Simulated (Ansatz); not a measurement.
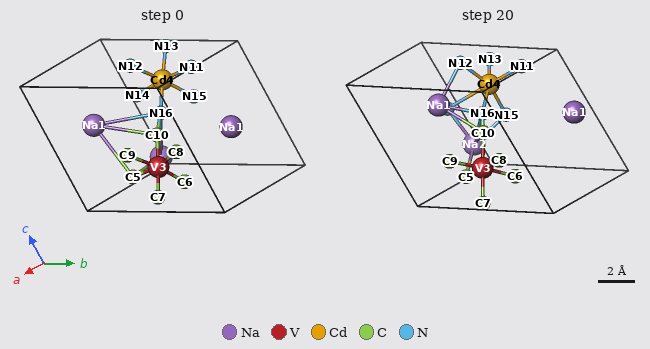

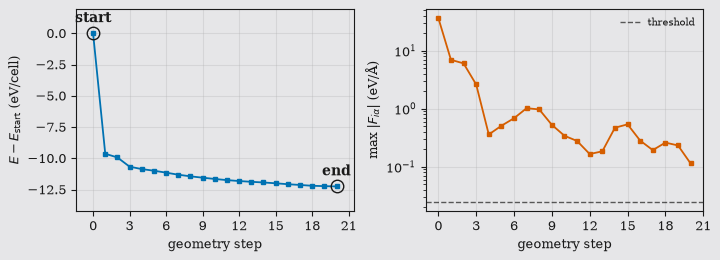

First and last geometry of a relaxation of a crystal of Na2VCdC6N6 (a generated structure, set up in P1) (coarse preliminary run), with the history of the run. The picture is a ball-and-stick view of the cell of the calculation, reduced to other axes (origin shifted), seen from a free direction. Lengths and directions refer to the drawn axes.

All numbers below come from Ansatz, DFT PBE, scalar-relativistic, plane waves, PAW. Settings: plane-wave cutoff 420 eV; k-point mesh 2 × 2 × 2; occupations gaussian; smearing width 0.1 eV; collinear spin; cell and atoms relaxed; force threshold 0.025 eV/Å; at most 60 steps.

Question: Did the run converge, and what did it change?

Answer: The run was cut off at its time limit before the relaxation converged, so the last structure is only a point on the way. After 20 geometry steps the energy has fallen by 12.256 eV per cell of the calculation. Largest force component: 37 eV/Å at the start, 0.11 eV/Å at the end. The pressure goes from −1.88 to −0.03 GPa. The largest move relative to the cell is that of Na1, 1.66 Å roughly along [1 3 2]. By element the largest moves are Na 1.66 Å, N 1.05 Å, C 0.57 Å, Cd 0.26 Å, V 0.17 Å. The drawn cell changes as follows: a 7.807 → 7.264 Å (−7.0 %), b 7.831 → 7.768 Å (−0.8 %), c 7.982 → 7.948 Å (−0.4 %), α 118.8° → 123.3°, β 91.7° → 90.4°, γ 117.7° → 116.1°; the volume changes by −11.2 %. Some distances before and after: Na2–N15 3.932 → 2.445 Å, Na1–N13 4.038 → 2.554 Å, Na1–C7 4.153 → 2.702 Å, Na1–N14 3.746 → 2.405 Å. New bonds form, among them: Na1–C6 (4.15 → 2.86 Å), Na1–C7 (4.15 → 2.70 Å), Na1–N12 (3.97 → 2.70 Å), Na1–N13 (4.04 → 2.55 Å). Bond angles that change, for instance: Cd4–N15–C9 170.1° → 136.4°, Cd4–N13–C7 172.0° → 144.1°, Cd4–N11–C5 160.3° → 141.5°. The space group stays P1 (No. 1). Cost: 9.6 min on 1 thread of Intel(R) Xeon(R) Platinum 8259CL CPU @ 2.50GHz (Skylake/Cascade Lake), on a shared host, peak memory 0.95 GiB.

| step | E − E(0), meV/atom | largest force component, eV/Å | pressure, GPa | volume, Å³/atom |
| --- | --- | --- | --- | --- |
| 0 | 0.00 | 36.5984 | -1.88 | 22.343 |
| 1 | -602.45 | 6.9577 | -3.62 | 21.893 |
| 2 | -620.96 | 6.0416 | -3.11 | 21.860 |
| 3 | -667.03 | 2.6164 | 0.66 | 21.689 |
| 4 | -679.11 | 0.3603 | -0.01 | 21.694 |
| 5 | -687.33 | 0.5092 | -0.05 | 21.709 |
| 6 | -696.95 | 0.6861 | -0.25 | 21.682 |
| 7 | -707.27 | 1.0225 | -0.43 | 21.603 |
| 8 | -715.34 | 0.9726 | -0.35 | 21.511 |
| 9 | -722.13 | 0.5279 | -0.10 | 21.445 |
| 10 | -728.52 | 0.3425 | 0.03 | 21.399 |
| 11 | -734.30 | 0.2784 | 0.00 | 21.353 |
| 12 | -738.87 | 0.1659 | 0.03 | 21.309 |
| 13 | -742.72 | 0.1849 | -0.07 | 21.197 |
| 14 | -746.07 | 0.4710 | -0.30 | 21.060 |
| 15 | -750.15 | 0.5387 | -0.54 | 20.830 |
| 16 | -754.76 | 0.2827 | -0.19 | 20.399 |
| 17 | -758.50 | 0.1939 | 0.07 | 20.061 |
| 18 | -762.59 | 0.2613 | -0.11 | 19.758 |
| 19 | -764.36 | 0.2332 | 0.21 | 19.533 |
| 20 | -766.01 | 0.1141 | -0.03 | 19.849 |
